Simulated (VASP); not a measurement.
Band structure of WSe₂ (2H layered). Calculation: modified Becke-Johnson potential (mBJ), VASP's PBE PAW potentials (set 64) (plane waves; VASP).

mBJ is a potential without an energy functional, so only the levels count. Without a dispersion term in the relaxation, distances and binding between the weakly bound layers, chains or molecules are unreliable, and so is what depends on them. Unless said otherwise, spin-orbit coupling is left out, though it shifts the bands of the heavy elements here.

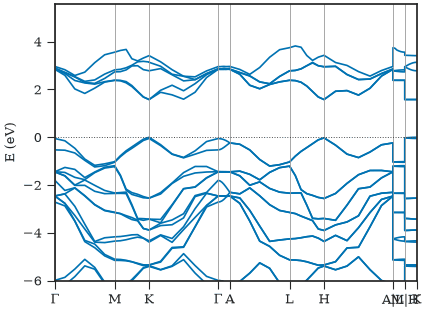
Bands along high-symmetry lines, zero at the valence-band maximum or, without a gap, the Fermi level

Problem. Read the plot: is there a gap, and where are the band edges?

Solution. The gap is direct, 1.58 eV, from the valence maximum at K to the conduction minimum at K.

The compound is WSe2 in the 2H layered structure. It was relaxed first, which changed the volume by +15 %. The k-mesh is coarse (spacing up to 0.43 per Å, 2π included), so the numbers may not be converged in it. The cell's shape comes from a PBE relaxation.
